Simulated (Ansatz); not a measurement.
```xyz
8

C     1.1434   -0.1226   -0.9925
F     1.0113    0.8346   -1.9720
Ge   -0.2731   -1.4792   -1.1950
H     2.1393   -0.5909   -1.0735
H     1.0763    0.3590   -0.0018
H    -0.1500   -2.1406   -2.5772
H    -0.1149   -2.5437   -0.0924
H    -1.6474   -0.8018   -1.0699
```

Geometry: PBE0-D3(BJ)/def2-SVP.

All numbers below come from isolated molecule in a Gaussian basis; Kohn-Sham density functional theory, functional PBE0 (Ansatz 0.2.0).

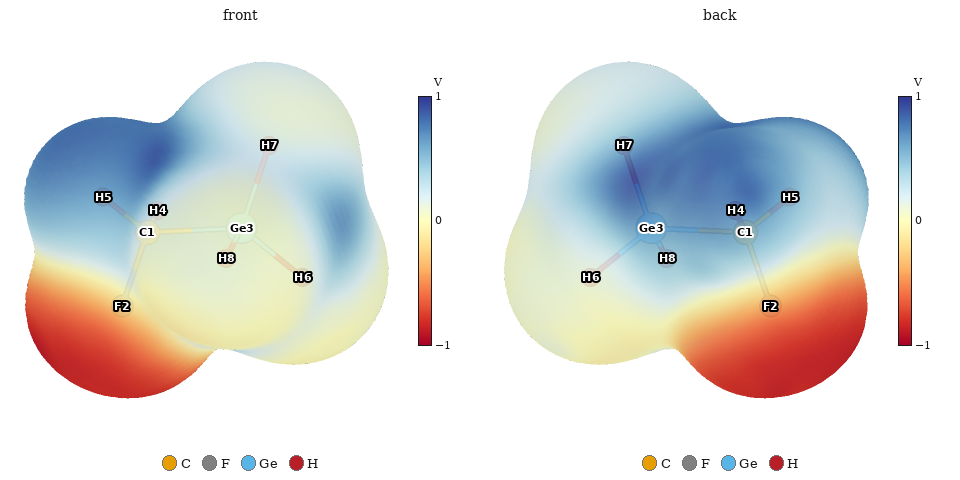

CH5FGe (SMILES F[CH2][GeH3]). The electrostatic potential painted on the density surface at 0.001 e/bohr³, seen from the front and from behind; red is negative and blue positive.

Q: Describe the electrostatic potential map.

A: The most negative region (about −0.9 V, or −21 kcal/mol for a unit charge) lies over F2, the most positive (about +0.9 V, or +21 kcal/mol for a unit charge) over Ge3, H4 and H5.
